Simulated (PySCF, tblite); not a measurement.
# CH₃ClFSi radical, a cluster model of a defect (Si site with back bonds C, F, Cl): EPR parameters

What EPR parameters should one expect for `C[Si](F)Cl`? It is drawn as: dangling bond.

Computed with tblite 0.8.0 and PySCF 2.14.0; each step states its level. No surroundings beyond the atoms listed, unless a continuum is named. Atoms count from 0, parts from 1.

## (1) Starting point

7 atoms, charge 0, multiplicity 2; geometry: distance geometry start.

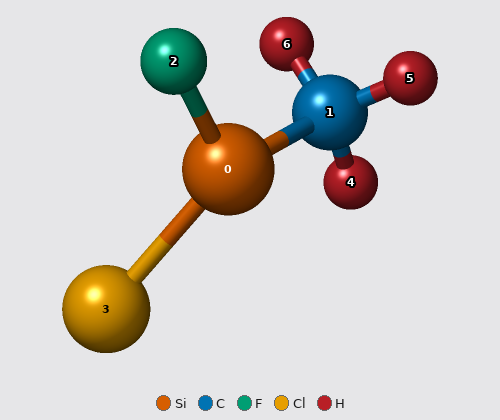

The starting geometry (silicon orange, carbon blue, fluorine teal, chlorine amber, hydrogen red), atoms numbered.

## (2) Geometry optimisation with GFN2-xTB

What the job is given:

```
{"job": {"kind": "relax", "xc": "GFN2-xTB", "basis": "xTB"}, "charge": 0, "multiplicity": 2}
Si     0.901309    -1.285258     0.399223
C      1.143599    -1.414188    -1.406930
F      1.177790     0.265133     1.055893
Cl    -0.702597    -2.392572     1.229250
H      0.849756    -2.359492    -1.732993
H      2.145746    -1.253077    -1.666639
H      0.544830    -0.711721    -1.891048
```

Method: GFN2-xTB geometry optimisation, gas phase.

Started as:

```console
> OMP_NUM_THREADS=1 python cluster_run.py task.json out
```

One launch serves the whole session: the jobs run in the order shown.

Output:

```text
step      E/eV     max force
  0    -399.96315    3.021
  1    -400.18996    1.635
  2    -400.30285    0.981
  3    -400.33685    0.913
  4    -400.38839    0.809
  5    -400.41786    0.657
  6    -400.43881    0.427
  7    -400.44932    0.348
  8    -400.45930    0.314
  9    -400.46959    0.383
 10    -400.47739    0.273
 11    -400.48069    0.160
 12    -400.48287    0.143
 13    -400.48467    0.108
 14    -400.48585    0.099
 15    -400.48636    0.063
 16    -400.48656    0.048
 17    -400.48669    0.045
 18    -400.48685    0.041
 19    -400.48705    0.058
 20    -400.48735    0.080
 21    -400.48771    0.079
 22    -400.48797    0.052
 23    -400.48807    0.021
 24    -400.48810    0.019
 25    -400.48813    0.024
 26    -400.48819    0.040
 27    -400.48828    0.045
 28    -400.48840    0.034
 29    -400.48851    0.039
 30    -400.48862    0.038
 31    -400.48877    0.051
 32    -400.48892    0.051
 33    -400.48901    0.026
 34    -400.48905    0.020
 35    -400.48909    0.022
 36    -400.48916    0.046
 37    -400.48933    0.076
 38    -400.48966    0.100
 39    -400.49011    0.086
 40    -400.49048    0.057
 41    -400.49075    0.046
 42    -400.49094    0.072
 43    -400.49125    0.097
 44    -400.49159    0.097
 45    -400.49186    0.043
 46    -400.49196    0.017
 47    -400.49198    0.001
```

Run time: 0.61 s. Hardware: 1 thread of Arm Neoverse V1, shared host.

Along the way:

| step | energy from step 0 (eV) | largest force (eV/Å) |
| --- | --- | --- |
| 0 | 0.0000 | 3.0211 |
| 2 | -0.3397 | 0.9812 |
| 4 | -0.4252 | 0.8089 |
| 6 | -0.4757 | 0.4268 |
| 8 | -0.4962 | 0.3140 |
| 10 | -0.5142 | 0.2733 |
| 12 | -0.5197 | 0.1422 |
| 14 | -0.5227 | 0.0981 |
| 16 | -0.5234 | 0.0486 |
| 18 | -0.5237 | 0.0413 |
| 20 | -0.5242 | 0.0802 |
| 22 | -0.5248 | 0.0518 |
| 24 | -0.5249 | 0.0187 |
| 26 | -0.5250 | 0.0399 |
| 28 | -0.5253 | 0.0340 |
| 30 | -0.5255 | 0.0382 |
| 32 | -0.5258 | 0.0514 |
| 34 | -0.5259 | 0.0207 |
| 36 | -0.5260 | 0.0455 |
| 38 | -0.5265 | 0.0993 |
| 40 | -0.5273 | 0.0570 |
| 42 | -0.5278 | 0.0722 |
| 44 | -0.5284 | 0.0973 |
| 46 | -0.5288 | 0.0175 |
| 47 | -0.5288 | 0.0010 |

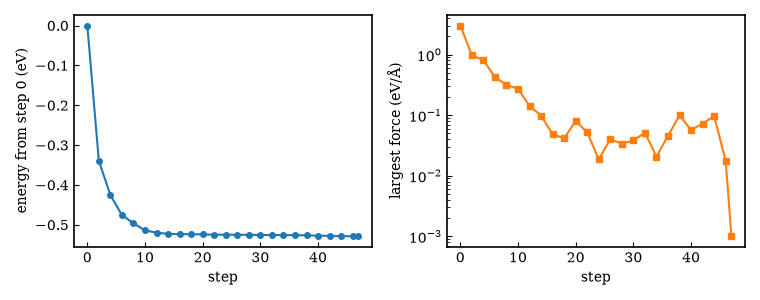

Energy and force, step by step.

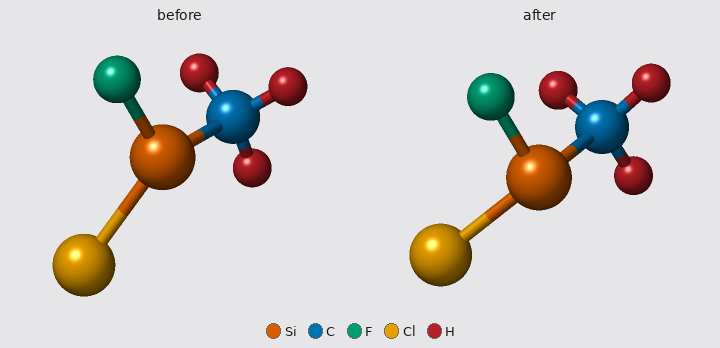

Before and after, at one scale.

Distances of close pairs at the start and the end, largest changes first:

| bond | before (Å) | after (Å) | change (Å) |
| --- | --- | --- | --- |
| Si0–Cl3 | 2.118 | 2.026 | -0.093 |
| Si0–F2 | 1.706 | 1.629 | -0.077 |
| Si0–C1 | 1.827 | 1.897 | +0.070 |
| C1–H6 | 1.042 | 1.089 | +0.047 |
| C1–H4 | 1.042 | 1.085 | +0.042 |
| C1–H5 | 1.048 | 1.085 | +0.037 |

## (3) Relaxing the molecule at PBE0-D3(BJ)/def2-SVP

What the job is given:

```
{"job": {"xc": "PBE0", "basis": "def2-SVP", "d3": "d3bj", "grid": 2, "kind": "geom", "shake": 0.01}, "charge": 0, "multiplicity": 2}
Si     0.181325    -0.192422     1.084402
C      0.282583    -0.133804    -0.814102
F      0.255566     1.388597     1.534244
Cl    -1.614740    -0.753547     1.773040
H      0.150792    -1.122921    -1.251888
H      1.248805     0.256157    -1.134523
H     -0.473714     0.523935    -1.214020
```

Output:

```text
step   0  E = -888.75888193  max force = 0.025561
step   1  E = -888.76235796  max force = 0.014145
step   2  E = -888.76286498  max force = 0.003924
step   3  E = -888.76294073  max force = 0.000888
step   4  E = -888.76294399  max force = 0.000314
optimisation converged
```

It took 20 s on 1 thread of Arm Neoverse V1, shared host; peak memory 0.42 GiB.

Step by step:

| step | energy from step 0 (eV) | largest force component (eV/Å) |
| --- | --- | --- |
| 0 | 0.0000 | 1.3144 |
| 1 | -0.0946 | 0.7274 |
| 2 | -0.1084 | 0.2018 |
| 3 | -0.1104 | 0.0457 |
| 4 | -0.1105 | 0.0161 |

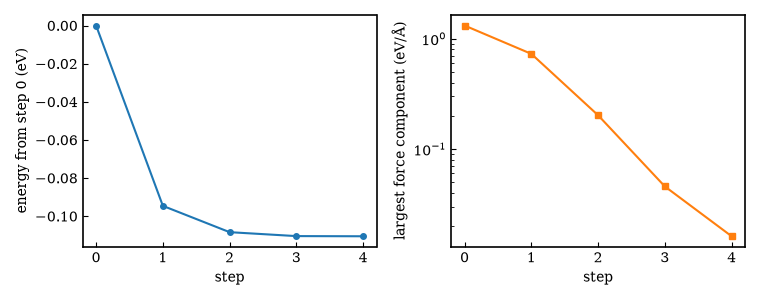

Energy and largest force along the relaxation.

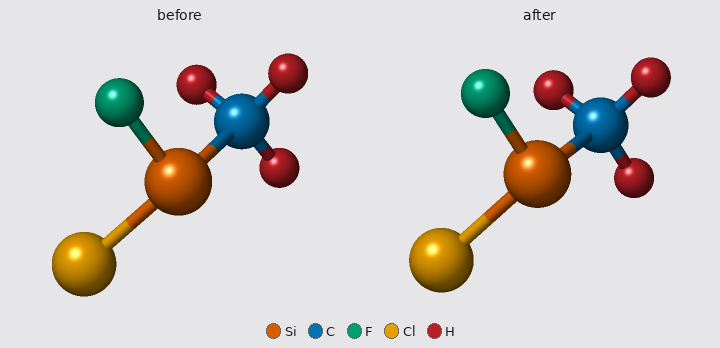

Before and after, at one scale.

Close pairs (by a distance rule), those that changed most:

| bond | before (Å) | after (Å) | change (Å) |
| --- | --- | --- | --- |
| Si0–Cl3 | 2.004 | 2.072 | +0.068 |
| Si0–C1 | 1.902 | 1.869 | -0.033 |
| C1–H6 | 1.079 | 1.102 | +0.023 |
| Si0–F2 | 1.645 | 1.628 | -0.017 |
| C1–H4 | 1.090 | 1.100 | +0.010 |
| C1–H5 | 1.090 | 1.100 | +0.010 |

The final coordinates are the input of the step that follows.

| at the end point | value |
| --- | --- |
| point group (found at 0.08 Å tolerance) | C1 |
| rotational constants (GHz, main isotopes) | 6.278, 3.349, 2.383 |
| dipole moment (D) | 2.22 |
| ⟨S²⟩ | 0.752 |

## (4) g tensor and hyperfine couplings: B3LYP/IGLO-III+pcH-1

What the job is given:

```
{"job": {"kind": "epr"}, "charge": 0, "multiplicity": 2}
Si     0.233428    -0.077523     1.064424
C      0.253409    -0.178018    -0.801798
F      0.418163     1.483830     1.487456
Cl    -1.623277    -0.684203     1.755793
H      0.078887    -1.212620    -1.130991
H      1.218341     0.168469    -1.200224
H     -0.549499     0.464080    -1.199342
```

With the program's defaults for keys left out, this is: UKS B3LYP, IGLO-III on C Cl F Si, pcH-1 on H, non-relativistic, mean-field spin-orbit, GIAO.

Output:

```text
UKS, coarse grid
  cycle   1  E = -889.55376937  |g| = 5.03e-01
  cycle   2  E = -889.40331951  |g| = 8.62e-01
  cycle   3  E = -889.64086379  |g| = 9.90e-02
  cycle   4  E = -889.64410326  |g| = 4.32e-02
  cycle   5  E = -889.64486194  |g| = 5.29e-03
  cycle   6  E = -889.64487536  |g| = 2.77e-03
  cycle   7  E = -889.64487950  |g| = 4.73e-04
UKS, final grid
  cycle   1  E = -889.64491782  |g| = 5.06e-04
  cycle   2  E = -889.64491773  |g| = 6.78e-04
  cycle   3  E = -889.64491795  |g| = 3.46e-05
  cycle   4  E = -889.64491795  |g| = 2.56e-05
E = -889.64491795 Eh   <S^2> = 0.7515 (exact 0.7500)
g shifts (ppm)      1          2          3
  rmc          -196       -196       -196
  gc             73         36        100
  oz_so       -2122       -144       3712
  total       -2245       -304       3616
hyperfine (MHz)  atom isotope    a_iso     a_fc   dipolar eigenvalues
    0  29Si    -875.68    -876.76   -135.38     67.23     68.15
    1   13C      89.67      89.66    -10.63    -10.02     20.65
    2   19F     204.10     202.34   -114.41   -109.28    223.69
    3  35Cl      28.00      27.67    -19.81    -19.29     39.10
    4    1H      -7.97      -7.98     -6.48     -2.25      8.73
    5    1H      -7.27      -7.26     -6.63     -2.56      9.19
    6    1H      39.74      39.74     -6.02     -0.35      6.37
```

It took 22 s on 1 thread of Arm Neoverse V1, shared host; peak memory 0.62 GiB.

Principal g values 2.00007, 2.00201, 2.00594; g(iso) = 2.00267, against 2.00232 for a free electron.

Hyperfine couplings, nucleus by nucleus at this fixed geometry (no averaging over rotations):

| nuclei | isotope | a(iso) (MHz) | a(iso) (G, at g = 2.0023) | largest dipolar term (MHz) |
| --- | --- | --- | --- | --- |
| Si0 | 29Si | -875.7 | -312.5 | -135.4 |
| F2 | 19F | 204.1 | 72.8 | 223.7 |
| C1 | 13C | 89.7 | 32.0 | 20.6 |
| H6 | 1H | 39.7 | 14.2 | 6.4 |
| Cl3 | 35Cl | 28.0 | 10.0 | 39.1 |
| H4 | 1H | -8.0 | -2.8 | 8.7 |
| H5 | 1H | -7.3 | -2.6 | 9.2 |

Mulliken spin populations:

| atom | value (e) |
| --- | --- |
| Si0 | 0.80 |
| C1 | 0.07 |
| F2 | 0.02 |
| Cl3 | 0.08 |
| H4 | 0.00 |
| H5 | 0.00 |
| H6 | 0.03 |

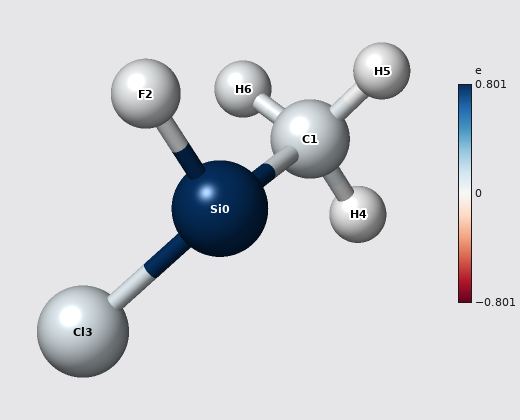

Mulliken spin populations, as colours on the atoms.

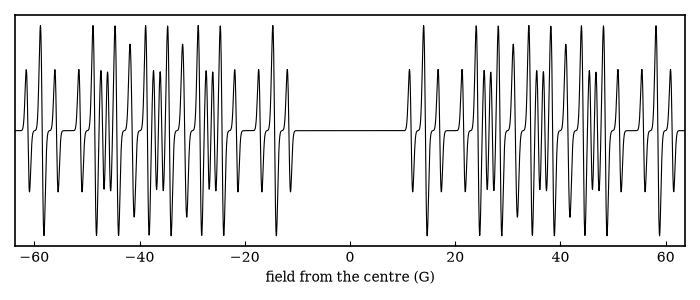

First-order isotropic spectrum (first derivative, main isotopes with spin only, couplings over 0.8 MHz, Gaussian width 0.3 G; couplings of the frozen geometry, rotation of groups not averaged beyond the rows shown).

The fields below are evaluated on a grid from the run's orbitals.

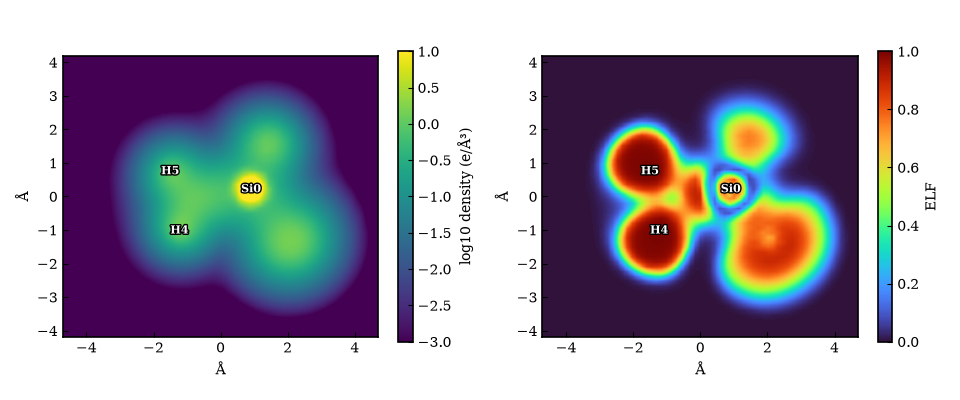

Density (left) and ELF (right) in a plane through or near 3 of the atoms.

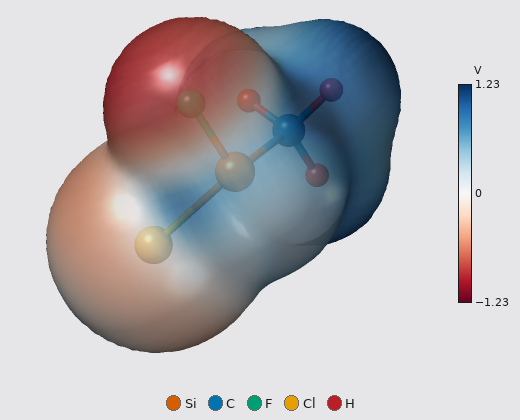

Electrostatic potential on the surface of density 0.002 e/bohr³; red is low, blue high. It runs from -0.89 V near F2 to 1.23 V near H5.

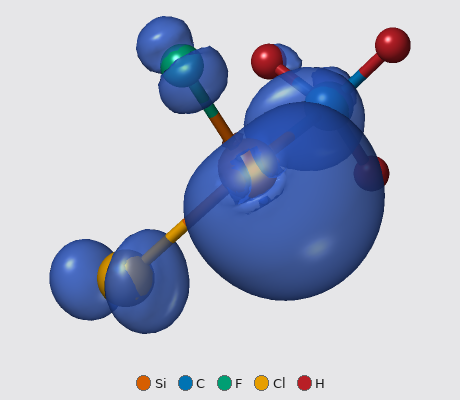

Spin density at ±0.03 e/Å³ (alpha excess blue, beta excess red).

## (5) EPR parameters: BHandHLYP/IGLO-III+pcH-1

The job, as its differences from that of step 4:

```diff
@@ -1,2 +1,2 @@
-{"job": {"kind": "epr"}, "charge": 0, "multiplicity": 2}
+{"job": {"kind": "epr", "xc": "BHandHLYP"}, "charge": 0, "multiplicity": 2}
 Si     0.233428    -0.077523     1.064424
```

Method: UKS BHandHLYP, IGLO-III on C Cl F Si, pcH-1 on H, non-relativistic, mean-field spin-orbit, GIAO.

Output:

```text
UKS, coarse grid
  cycle   1  E = -889.46763638  |g| = 4.34e-01
  cycle   2  E = -889.45866328  |g| = 5.25e-01
  cycle   3  E = -889.54138524  |g| = 4.32e-02
  cycle   4  E = -889.54223813  |g| = 2.31e-02
  cycle   5  E = -889.54251396  |g| = 4.13e-03
  cycle   6  E = -889.54253885  |g| = 1.31e-03
  cycle   7  E = -889.54254165  |g| = 5.68e-04
UKS, final grid
  cycle   1  E = -889.54256716  |g| = 3.64e-04
  cycle   2  E = -889.54256727  |g| = 2.42e-04
  cycle   3  E = -889.54256730  |g| = 9.20e-05
  cycle   4  E = -889.54256732  |g| = 5.14e-05
  cycle   5  E = -889.54256732  |g| = 1.04e-05
E = -889.54256732 Eh   <S^2> = 0.7525 (exact 0.7500)
g shifts (ppm)      1          2          3
  rmc          -197       -197       -197
  gc             74         35         98
  oz_so       -2294       -108       3102
  total       -2417       -271       3003
hyperfine (MHz)  atom isotope    a_iso     a_fc   dipolar eigenvalues
    0  29Si    -913.20    -914.28   -141.89     69.80     72.10
    1   13C      90.26      90.25    -10.50     -9.65     20.15
    2   19F     229.52     227.96   -110.97   -105.58    216.55
    3  35Cl      30.69      30.43    -19.33    -18.47     37.80
    4    1H      -9.08      -9.08     -6.47     -2.31      8.78
    5    1H      -8.36      -8.36     -6.61     -2.61      9.22
    6    1H      38.97      38.97     -5.94     -0.25      6.19
```

Run time: 21 s. Hardware: 1 thread of Arm Neoverse V1, shared host; peak memory 0.62 GiB.

In short: g(iso) 2.00242.

## (6) Side by side: EPR parameters

g, ⟨S²⟩ and isotropic hyperfine couplings (MHz), with basis size and wall time:

| run | g(iso) | ⟨S²⟩ | 29Si Si0 | 19F F2 | 13C C1 | 1H H6 | 35Cl Cl3 | functions | time |
| --- | --- | --- | --- | --- | --- | --- | --- | --- | --- |
| B3LYP/IGLO-III+pcH-1 | 2.00267 | 0.751 | -875.7 | 204.1 | 89.7 | 39.7 | 28.0 | 188 | 22 s |
| BHandHLYP/IGLO-III+pcH-1 | 2.00242 | 0.753 | -913.2 | 229.5 | 90.3 | 39.0 | 30.7 | 188 | 21 s |

## (7) Results

| quantity | value |
| --- | --- |
| point group | C1 |
| rotational constants (main isotopes) | 6.28, 3.35, 2.38 GHz |
| g(iso) (B3LYP) | 2.00267 |
| ⟨S²⟩ | 0.751 (exact 0.75) |
| largest a(iso) | 29Si on Si0, -875.7 MHz |
| surface potential, least and greatest | -0.89 V and 1.23 V |

What this shows: Over 4 steps the energy fell by 0.111 eV; of the close pairs, Si0–Cl3 changed most, 2.004 to 2.072 Å (PBE0/def2-SVP). Most of the unpaired spin sits on Si0 (0.80 e). The isotropic g lies 0.4 ppt above the free-electron value. The coupling of 29Si on Si0 runs from -913.2 (BHandHLYP/IGLO-III+pcH-1) to -875.7 MHz (B3LYP/IGLO-III+pcH-1).
